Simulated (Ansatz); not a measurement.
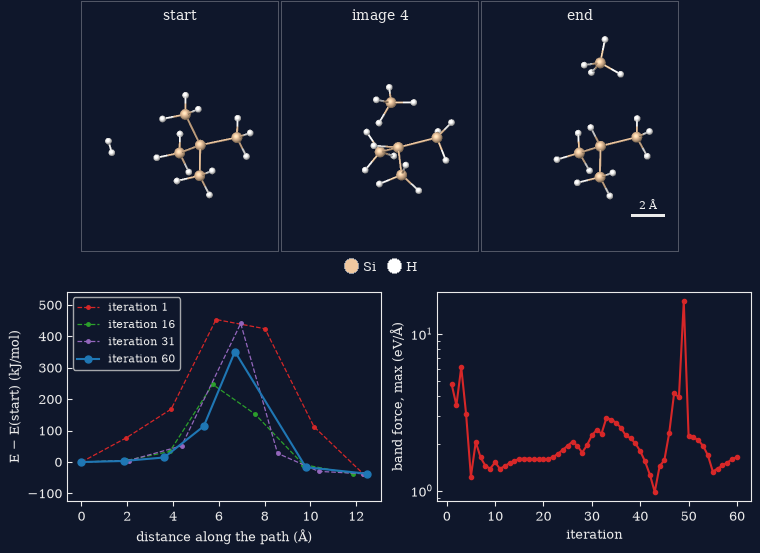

NEB run on Si₅H₁₄, made up at the start of Si$_{5}$H$_{12}$ and H2. Images are numbered from 0 (start) to 6 (end). The plot follows the band through its iterations. A ball-and-stick model, seen at a tilt.

Level of theory: RHF/def2-SVP (Ansatz). Settings: 5 movable images; climbing image from the first iteration; force threshold 0.05 eV/Å; iteration limit 60; optimiser FIRE; starting path through a guess of the saddle point.

How did the profile develop, and is the result final?

Answer. The result isn't final. The band hadn't converged when the run stopped after 60 iterations. The largest component of the band force went from 4.8 to 1.6 eV/Å. The barrier read from it is provisional: over the last two iterations the highest image moved from 267.3 kJ/mol to 351.6 kJ/mol. The first iteration put the highest image at 453.7 kJ/mol. Forward barrier 351.6 kJ/mol, backward barrier 388.8 kJ/mol, with image 4 at the top; the reaction energy is −37.2 kJ/mol.

Limits of the set-up: the start holds two separate molecules, 3.6 Å apart at their closest, whose relative position is a soft coordinate and is computed without a dispersion correction; Hartree-Fock leaves out electron correlation.

The run took 10 min on 4 threads of Arm Neoverse V1, with other jobs on the host, peak memory 0.48 GiB.
